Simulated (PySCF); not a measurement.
**SrN: bond curves at several levels of theory**

What are the lowest state that PBE0 finds, the bond length, vibrational wavenumber and bond energy of SrN, and how much do these hang on the method?

The runs use PySCF 2.14.0; Sr def2-SVPD with ECP28, N def2-SVPD, scalar-relativistic core potentials.

## (1) The job

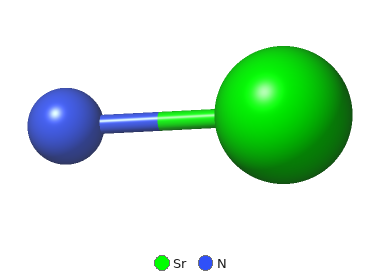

The two atoms at the starting distance (strontium green, nitrogen blue).

A driver script around PySCF takes these settings:

```json
{
 "atoms": "Sr, N",
 "charge": "0",
 "basis": "Sr def2-SVPD with ECP28, N def2-SVPD",
 "Hamiltonian": "scalar-relativistic core potentials",
 "basis functions": "46",
 "electrons treated": "17",
 "masses in u": "87.9056, 14.0031",
 "levels": "PBE0, PBE, r²SCAN, BLYP, M06-L, B97-3, HF, MP2, SCS-MP2, CCSD, CCSD(T)",
 "grid": "80 radial by 434 angular points",
 "occupations": "held fixed by the projection of orbital angular momentum",
 "dissociation limit": "Sr + N, each in its ground configuration",
 "starting distance in angstrom": "2.365",
 "values of 2S to try": "1, 3"
}
```

Run with:

```sh
$ OMP_NUM_THREADS=1 python dia.py task.json out
```

After this run come: The PBE0 curve of the state that the search chose; Excited determinants; PBE (GGA); r²SCAN; BLYP; M06-L (meta-GGA); B97-3 (global hybrid GGA); UHF; MP2 and coupled cluster.

What does the calculation give? Wanted: for each run, Re; ωe; De; μ.

**Answer**, as computed:

Lowest PBE0 solution found, without spin–orbit coupling: ⁴Σ⁻ (quartet), unpaired electrons σ ↑, π ↑↑. State 2 has its PBE0 minimum 0.06 eV higher, as a spin-mixed determinant (⟨S²⟩ = 1.76), so this is no gap between pure states. State 3 has its PBE0 minimum 0.08 eV higher, as a spin-mixed determinant (⟨S²⟩ = 1.60), so this is no gap between pure states. State 4 has its PBE0 minimum 1.63 eV higher. The other levels ran on the lowest alone.

```tsv
level	Re (Å)	ωe (cm⁻¹)	De (eV)	μ (D)
UHF-MP2	2.419	420	0.72	n/a
UHF-SCS-MP2	2.430	412	0.69	n/a
UHF-CCSD	2.436	404	0.66	n/a
UHF-CCSD(T)	2.441	391	0.73	n/a
PBE	2.413	386	1.65	-3.72
BLYP	2.438	371	1.58	-3.80
r²SCAN	2.406	405	1.48	-3.96
M06-L	2.456	378	1.24	-3.25
PBE0	2.399	409	1.35	-4.08
B97-3	2.464	365	1.14	-3.62
```

De is counted to Sr + N in their ground configurations. A positive dipole means Sr(−)N(+). No constants: UHF (fits of two degrees disagree).

What this shows: Bond lengths run from 2.399 Å (PBE0) to 2.464 Å (B97-3). CCSD(T) can't serve as the judge here: for a weak bond in this basis it is far from its limit. Among the levels with a De in the table, it runs from 0.66 eV (UHF-CCSD) to 1.65 eV (PBE).

Correlated steps freeze 1 core orbital. Spin–orbit coupling is left out.
